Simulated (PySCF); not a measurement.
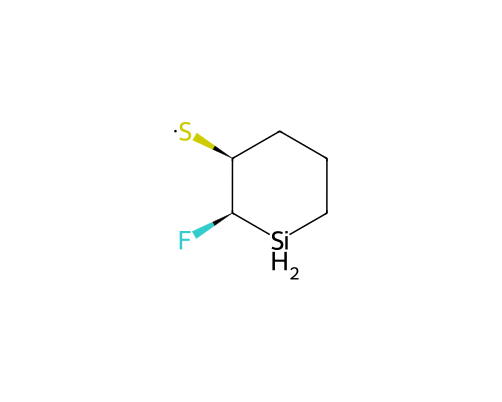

Charge 0, doublet. The geometry was computed by an optimisation with GFN2-xTB. No frequency run is at hand to confirm it as a minimum. Properties computed with UKS B3LYP, pcH-1 on C F H S Si, non-relativistic (PySCF 2.14.0).

Predict the main results.

The species is C₅H₁₀FSSi (`F[C@@H]1[SiH2]CCC[C@@H]1[S]`).
- ⟨S²⟩ of the determinant: 0.753
- isotropic g value: 2.24077

The run warned: orbitally degenerate or nearly so: second-order g, spin-orbit hyperfine and D do not apply.

The geometry is semi-empirical. Around Si such bond lengths and angles can be off by a tenth of an ångström or more and by several degrees, and values that hang on the shape move with them.
